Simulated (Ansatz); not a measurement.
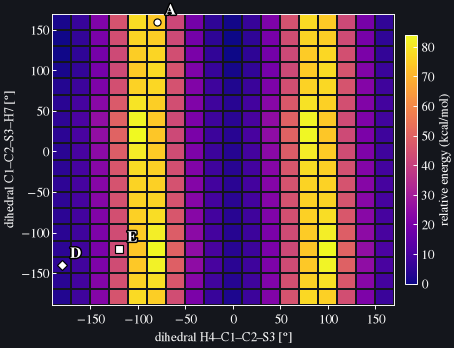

C2H5S, SMILES C=C[SH2+], charge +1. The first coordinate is: dihedral H4–C1–C2–S3; the second: dihedral C1–C2–S3–H7. Nothing is relaxed (all other coordinates rigid). The scan uses an 18 × 18 grid. Points are written as (first, second). Energies: kcal/mol, counted from the lowest grid point. The dihedral twists a double bond; near 90° a spin-restricted reference is unreliable. These are results of Ansatz 0.2.0, RKS PBE0-D4/def2-SVP, not measurements.

In the figure: one coloured cell a grid point, lettered points.

> Is D the lowest point of the computed grid?

No. D lies 4.6 kcal/mol above the lowest grid point, which is at (0°, 140°).

> Rank the lettered points by energy, lowest first.

D (4.6 kcal/mol), E (43 kcal/mol), A (74 kcal/mol).

> What kind of point is each of D, E: minimum, saddle, maximum or slope?

D: saddle point; E: on a slope. (In these two coordinates alone; a stationary point may lie a little off the grid point.)
